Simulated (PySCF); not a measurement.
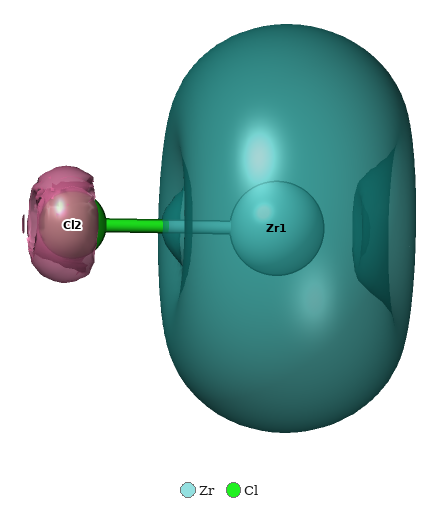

Figure. ZrCl (quartet). Isosurfaces of the spin density (α minus β) at +0.015 (teal) and −0.015 e/Å³ (pink), seen from one side.

Core potentials replace the inner electrons of Zr.

Method: PBE0/def2-TZVPPD, non-relativistic Hamiltonian with scalar-relativistic core potentials where named, at a bond length of 2.333 Å (PySCF).

### Describe the spin distribution.

The unpaired spin (3 electrons) lies mostly on Zr1 (about 3.0), in electrons by Hirshfeld's partition.
